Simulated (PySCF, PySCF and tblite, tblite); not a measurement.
# C2H6BClO: a path driven as rotation about a bond, and NMR exchange, part 2 of 2

PySCF and tblite. Atoms count from 0. The steps go on from the part before.

## (7) Shieldings, saddle of leg 1: BHandHLYP/pcSseg-1

Job settings and geometry (Å):

```
{"job": {"kind": "nmr", "xc": "BHandHLYP", "basis": "pcSseg-1", "pop": false}, "charge": 0, "multiplicity": 1}
C      1.961920    -0.340609     0.064887
O      0.683994     0.071356    -0.264998
B     -0.558356     0.241076    -0.560347
C     -1.783304     0.198560     0.459098
Cl    -0.940100     0.609787    -2.268740
H      1.937450    -0.991597     0.946807
H      2.412438    -0.880557    -0.775056
H      2.569678     0.540566     0.287504
H     -2.391625     1.096475     0.389097
H     -2.440733    -0.638273     0.233462
H     -1.451361     0.093215     1.488287
```

The log of the run:

```text
coarse grid: 9688 points
cycle   1  E = -639.9407637404  dE =  6.244e-01  |g| = 5.703e-01  |ddm| = 2.650e+00
cycle   2  E = -639.9468411373  dE = -6.077e-03  |g| = 5.883e-01  |ddm| = 6.936e-01
cycle   3  E = -640.0044153694  dE = -5.757e-02  |g| = 7.076e-02  |ddm| = 3.696e-01
cycle   4  E = -640.0053236507  dE = -9.083e-04  |g| = 2.618e-02  |ddm| = 7.155e-02
cycle   5  E = -640.0054780033  dE = -1.544e-04  |g| = 2.221e-03  |ddm| = 2.231e-02
cycle   6  E = -640.0054794333  dE = -1.430e-06  |g| = 7.486e-04  |ddm| = 3.189e-03
final grid: 88816 points
cycle   7  E = -640.0327920376  dE = -1.570e-05  |g| = 3.430e-03  |ddm| = 1.093e-02
cycle   8  E = -640.0327929292  dE = -8.915e-07  |g| = 2.830e-03  |ddm| = 4.121e-03
cycle   9  E = -640.0327947159  dE = -1.787e-06  |g| = 2.012e-04  |ddm| = 1.892e-03
cycle  10  E = -640.0327947206  dE = -4.789e-09  |g| = 1.532e-04  |ddm| = 2.198e-04
cycle  11  E = -640.0327947247  dE = -4.009e-09  |g| = 1.214e-05  |ddm| = 8.895e-05
cycle  12  E = -640.0327947247  dE = -3.820e-11  |g| = 5.520e-06  |ddm| = 1.493e-05
converged SCF energy = -640.0327947247

GIAO shielding tensors (ppm)
atom      isotropic    diamagn.    paramagn.     s11        s22        s33       span
  0 C      132.333     241.046    -108.713    105.280    110.214    181.506     76.226
  1 O      209.688     398.218    -188.530     61.162    167.691    400.210    339.048
  2 B       70.807     193.029    -122.222     43.926     80.169     88.325     44.399
  3 C      179.503     252.561     -73.058    167.244    172.046    199.219     31.976
  4 Cl     798.258    1149.203    -350.945    551.599    852.774    990.402    438.804
  5 H       27.260      28.451      -1.191     22.872     25.652     33.256     10.384
  6 H       27.257      27.494      -0.237     22.875     25.612     33.285     10.409
  7 H       27.347      27.573      -0.226     23.334     25.311     33.395     10.062
  8 H       31.199      29.987       1.212     27.124     29.925     36.548      9.424
  9 H       31.290      30.175       1.115     27.637     29.437     36.796      9.159
 10 H       31.771      32.250      -0.479     27.107     29.865     38.340     11.233
```

Wall time 12 s (1 thread of Arm Neoverse N1, shared host); peak memory 0.59 GiB.

In short: HOMO -9.52 eV, LUMO 1.52 eV; dipole 3.39 D.

## (8) Shieldings, end: BHandHLYP/pcSseg-1

Job settings and geometry (Å):

```
{"job": {"kind": "nmr", "xc": "BHandHLYP", "basis": "pcSseg-1", "pop": false}, "charge": 0, "multiplicity": 1}
C      1.951295    -0.236019    -0.053258
O      0.635609    -0.057965     0.425380
B     -0.476100     0.037116    -0.281796
C     -1.865828     0.236619     0.453050
Cl    -0.443969    -0.054509    -2.042479
H      2.347932    -1.157989     0.375242
H      1.975885    -0.294617    -1.143410
H      2.554394     0.608242     0.285096
H     -2.352708     1.155468     0.133646
H     -2.553600    -0.574012     0.222378
H     -1.742296     0.277515     1.530724
```

The log of the run:

```text
coarse grid: 9688 points
cycle   1  E = -639.9636207938  dE =  5.928e-01  |g| = 5.619e-01  |ddm| = 2.669e+00
cycle   2  E = -639.9635143904  dE =  1.064e-04  |g| = 6.074e-01  |ddm| = 6.901e-01
cycle   3  E = -640.0265304792  dE = -6.302e-02  |g| = 6.990e-02  |ddm| = 3.719e-01
cycle   4  E = -640.0274086719  dE = -8.782e-04  |g| = 2.580e-02  |ddm| = 6.718e-02
cycle   5  E = -640.0275591842  dE = -1.505e-04  |g| = 2.544e-03  |ddm| = 2.219e-02
cycle   6  E = -640.0275609661  dE = -1.782e-06  |g| = 7.667e-04  |ddm| = 3.347e-03
final grid: 88816 points
cycle   7  E = -640.0540507468  dE = -1.429e-05  |g| = 3.076e-03  |ddm| = 9.292e-03
cycle   8  E = -640.0540514991  dE = -7.523e-07  |g| = 2.578e-03  |ddm| = 3.790e-03
cycle   9  E = -640.0540529817  dE = -1.483e-06  |g| = 2.318e-04  |ddm| = 1.675e-03
cycle  10  E = -640.0540529890  dE = -7.306e-09  |g| = 1.517e-04  |ddm| = 2.208e-04
cycle  11  E = -640.0540529931  dE = -4.107e-09  |g| = 1.282e-05  |ddm| = 9.874e-05
cycle  12  E = -640.0540529932  dE = -5.423e-11  |g| = 6.717e-06  |ddm| = 1.893e-05
converged SCF energy = -640.0540529932

GIAO shielding tensors (ppm)
atom      isotropic    diamagn.    paramagn.     s11        s22        s33       span
  0 C      131.365     241.827    -110.462    103.237    109.431    181.427     78.190
  1 O      186.704     396.118    -209.414     22.634    196.456    341.021    318.386
  2 B       62.529     192.776    -130.247     36.194     66.900     84.494     48.300
  3 C      179.030     251.948     -72.917    167.899    170.919    198.273     30.374
  4 Cl     845.752    1149.922    -304.170    590.691    947.407    999.158    408.468
  5 H       27.997      28.003      -0.005     23.936     25.775     34.282     10.346
  6 H       27.168      29.019      -1.850     22.149     27.947     31.408      9.259
  7 H       27.998      28.011      -0.013     23.937     25.772     34.283     10.346
  8 H       31.242      29.925       1.317     27.278     29.550     36.897      9.619
  9 H       31.242      29.914       1.328     27.284     29.544     36.899      9.615
 10 H       31.410      31.337       0.073     26.650     29.530     38.051     11.401
```

Wall time 12 s (1 thread of Arm Neoverse N1, shared host); peak memory 0.59 GiB.

This run: HOMO -9.98 eV, LUMO 1.52 eV; dipole 1.54 D.

## (9) Barriers, rates and exchange

Job settings and geometry (Å):

```
{"job": {"smiles": "COB(C)Cl", "charge": 0, "mult": 1, "motion": "rotation", "what": "boronate", "atoms": [2, 1], "drives": [{"terms": [["t", [3, 2, 1, 0], 0.5], ["t", [4, 2, 1, 0], 0.5]], "by": 180, "n": 12}], "study": "path", "level": {"kind": "nmr", "xc": "BHandHLYP", "basis": "pcSseg-1"}, "fields": [80, 90, 600], "first": 2, "seed": 633, "kind": "path"}, "charge": 0, "multiplicity": 1}
C      1.628529    -0.370137     0.117553
O      0.859478     0.376412    -0.796535
B     -0.460069     0.558341    -0.742055
C     -1.438784    -0.011674     0.377102
Cl    -1.083629     1.524582    -2.043852
H      1.227495    -0.301411     1.130607
H      1.646163    -1.418190    -0.190280
H      2.643182     0.028135     0.094925
H     -2.480780     0.208623     0.167861
H     -1.338742    -1.091399     0.474988
H     -1.203934     0.414962     1.351600
```

The log of the run:

```text
stationary points (kcal/mol above the start)
  n  kind          group   xTB      DFT    lowest mode
  0  minimum      C1       0.00     0.00     -14.4
  1  saddle       C1       9.76    11.23    -287.7
  2  minimum      Cs      -2.59    -2.56      75.1

GFN2-xTB energies: T/K, barrier G, reaction G (kcal/mol), k forward, k back (1/s)
 150.00     8.90    -2.30      0.334   0.000299
 200.00     8.94    -2.23        713       5.22
 250.00     8.99    -2.16   7.21e+04   1.86e+03
 298.15     9.05    -2.10   1.43e+06   8.31e+04
 350.00     9.14    -2.03   1.43e+07   1.54e+06
 400.00     9.24    -1.97    7.5e+07   1.26e+07
 500.00     9.47    -1.85   7.58e+08   2.35e+08

BHandHLYP/pcSseg-1 + D3(BJ) energies: T/K, barrier G, reaction G (kcal/mol), k forward, k back (1/s)
 150.00    10.38    -2.27    0.00236   2.32e-06
 200.00    10.41    -2.20       17.4      0.136
 250.00    10.47    -2.13    3.7e+03        101
 298.15    10.53    -2.07   1.19e+05    7.2e+03
 350.00    10.61    -2.01   1.72e+06   1.92e+05
 400.00    10.71    -1.94   1.17e+07   2.03e+06
 500.00    10.94    -1.83   1.72e+08   5.46e+07
```

Run time: 52 s. Hardware: 1 thread of Arm Neoverse N1, shared host; peak memory 0.59 GiB. This counts the whole study up to here.

Barriers by level (kcal/mol; entropies in cal/(mol K)). Zero-point and thermal terms come from xTB in every row. ΔG‡ leaves symmetry out; the rate counts one path; effective ΔG‡, where given, is the barrier that would give that rate by Eyring's equation alone:

| level | ΔE‡ | with zero-point | ΔH‡ | ΔS‡ | ΔG‡ (298 K) | ΔE of reaction | k at 298 K (1/s) | effective ΔG‡ |
| --- | --- | --- | --- | --- | --- | --- | --- | --- |
| GFN2-xTB | 9.76 | 8.90 | 8.83 | -0.8 | 9.05 | -2.59 | 1.4e+06 | 9.05 |
| BHandHLYP/pcSseg-1 + D3(BJ) | 11.24 | 10.38 | 10.31 | -0.8 | 10.53 | -2.56 | 1.2e+05 | 10.53 |

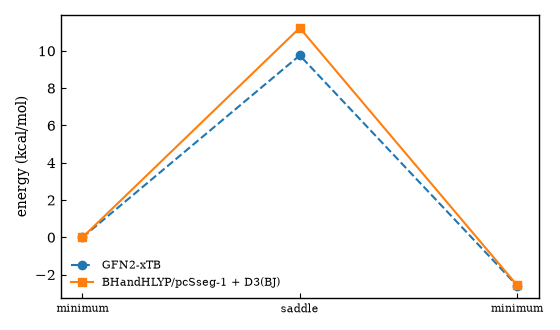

The xTB stationary points, at both levels.

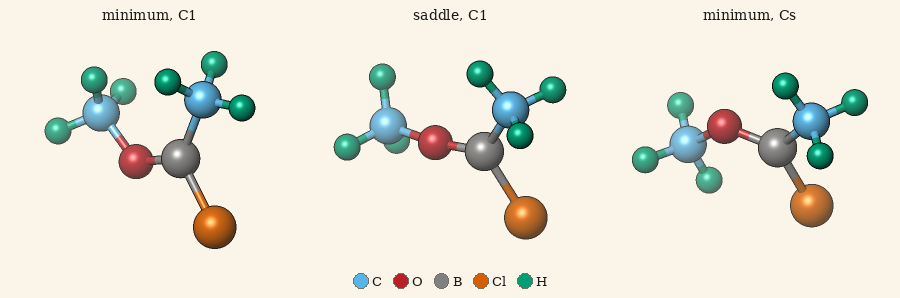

The stationary points in order.

Sites that the driver pairs across this motion, and where their lines would merge (no couplings; faster rotations or exchange between molecules can average them sooner):

| nucleus | sites: shielding (ppm) | proton frequency (MHz) | spread (Hz) | coalescence (K) | lines at 298 K |
| --- | --- | --- | --- | --- | --- |
| $^{13}$C | C3: 182.8; C3 (end): 179.0 | 80 | 76 | not given | – |
| $^{13}$C | C3: 182.8; C3 (end): 179.0 | 90 | 85 | not given | – |
| $^{13}$C | C3: 182.8; C3 (end): 179.0 | 600 | 567 | not given | – |
| $^{11}$B | B2: 60.0; B2 (end): 62.5 | 80 | 65 | not given | – |
| $^{11}$B | B2: 60.0; B2 (end): 62.5 | 90 | 73 | not given | – |
| $^{11}$B | B2: 60.0; B2 (end): 62.5 | 600 | 487 | not given | – |
| $^{1}$H | H5, H6, H7: 27.95; H5, H6, H7 (end): 27.72 | 80 | 18 | not given | – |
| $^{1}$H | H5, H6, H7: 27.95; H5, H6, H7 (end): 27.72 | 90 | 21 | not given | – |
| $^{1}$H | H5, H6, H7: 27.95; H5, H6, H7 (end): 27.72 | 600 | 137 | not given | – |
| $^{1}$H | H8, H9, H10: 31.25; H8, H9, H10 (end): 31.30 | 80 | 4 | not given | – |
| $^{1}$H | H8, H9, H10: 31.25; H8, H9, H10 (end): 31.30 | 90 | 4 | not given | – |
| $^{1}$H | H8, H9, H10: 31.25; H8, H9, H10 (end): 31.30 | 600 | 29 | not given | – |

A dash: the driver gave no coalescence for this row (it judged the minor form too scarce).

Rows that set an atom against itself at the end compare its shielding in the two forms.

## (10) Summary of results

The summary covers parts 1 to 2.

```
                             quantity                               value
barrier (BHandHLYP/pcSseg-1 + D3(BJ))  ΔE‡ 11.2, ΔG‡(298 K) 10.5 kcal/mol
                   barrier (GFN2-xTB)                    ΔE‡ 9.8 kcal/mol
                        rate at 298 K                         1.2e+05 s⁻¹
                      end of the path        -2.6 kcal/mol from the start
```

**Reading.** The saddle has a nearly straight angle, C0–O1–B2 (170°), which it lacks at the start: the motion passes through an in-plane inversion or a T-shaped form rather than a plain rotation or pyramidal inversion. The barrier is 11.2 kcal/mol at the DFT level (xTB: 9.8); with thermal terms and the count of paths the DFT value gives a rate of 1.2e+05 s⁻¹ at 298 K. An error of 1.4 kcal/mol changes that rate tenfold. It was not proven that each saddle links the two ends.
